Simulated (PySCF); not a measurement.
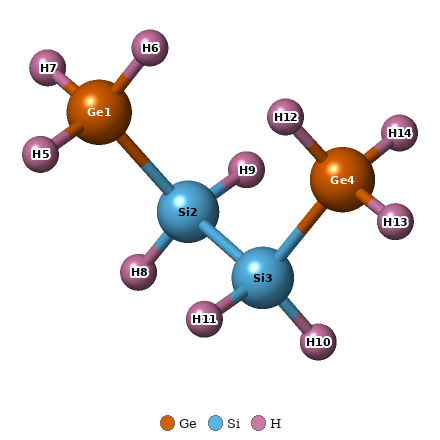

Ge₂Si₂H₁₀, singlet. Vertical core-electron binding energies by ΔSCF (SCAN, pcX-2 on the ionised atom (unc-x2c-TZVPall on a metal), pcseg-1 elsewhere, spin-free X2C; PySCF, at a PBE0-D3(BJ)/def2-SVP geometry (no frequency check)), gas phase, against the vacuum level. One atom of each kind was ionised; within a panel, areas follow the number of like atoms and 2j + 1 (2p levels are split by first-order spin-orbit coupling, an approximation), each panel is scaled alone, Gaussians of 0.4 eV full width. Only the regions named are shown.

Q: Predict the Si 2p and Si 1s photoelectron lines.

A:
| level | atoms | binding energy (eV) |
| --- | --- | --- |
| Si 2p1/2 | Si2, Si3 | 106.9 |
| Si 2p3/2 | Si2, Si3 | 106.2 |
| Si 1s | Si2, Si3 | 1845.9 |

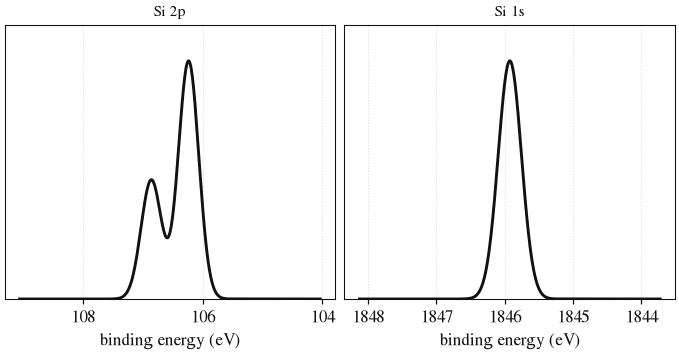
